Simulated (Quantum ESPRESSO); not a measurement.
# Energy and gap at +3 % biaxial strain: Cl-SiC-Cl chair, 1 layer

How the rows were computed: Quantum ESPRESSO 7.5 driven by ASE, PBE, GBRV ultrasoft, ESM (bc1); atomic heights clamped; cell area 9.295 Å² at zero strain.

```tsv
strain (%)	energy (meV a cell)	gap on the mesh (eV)
−3	94.44	2.085
−1.5	22.17	2.206
0	0.00	2.248
+1.5	20.93	2.180
```

**Question.** What are energy and gap at +3 %, and how stiff is the sheet?

**Worked estimate.** About zero, E'' = (22.17 + 20.93 − 2 × 0.00)/1.5² = 19.16 meV per %² and E' = (20.93 − 22.17)/3 = −0.41 meV per %. With E = A K ε², where K = (C11 + C22)/2 + C12 (C11 + C12 for a hexagonal sheet), K = 19.16 × 10/(2 × 9.295) × 16.02 = 165 N/m. The parabola gives E(+3 %) = 0.00 + 3 × (−0.41) + 4.5 × 19.16 = 85.0 meV. Continuing the last slope, the gap is 2 × 2.180 − 2.248 = 2.112 eV.

**The withheld run.** E = 78.8 meV and the gap 2.019 eV. The parabola misses by +6.2 meV, too high, since bonds soften under tension. The gap's line misses by +0.093 eV: the gap is not linear in strain.

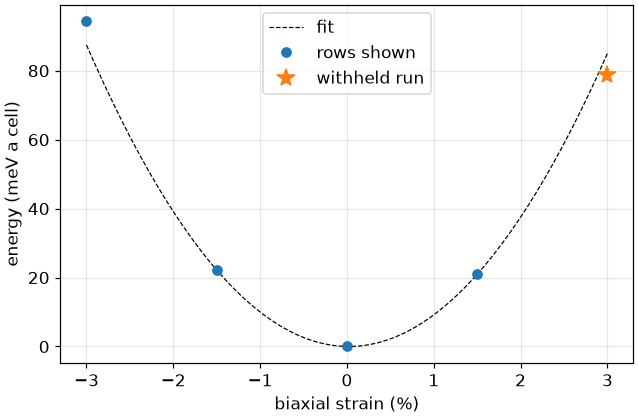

The rows shown, the fit and the withheld run.

Caveats: Clamped heights stiffen sheets with several planes. Semilocal gap, no spin-orbit coupling.

[Logs are printed without paths, hosts, clocks, repeated set-up lines and the standing remarks that a program may print on its own settings, such as how far it seeks lower states.]
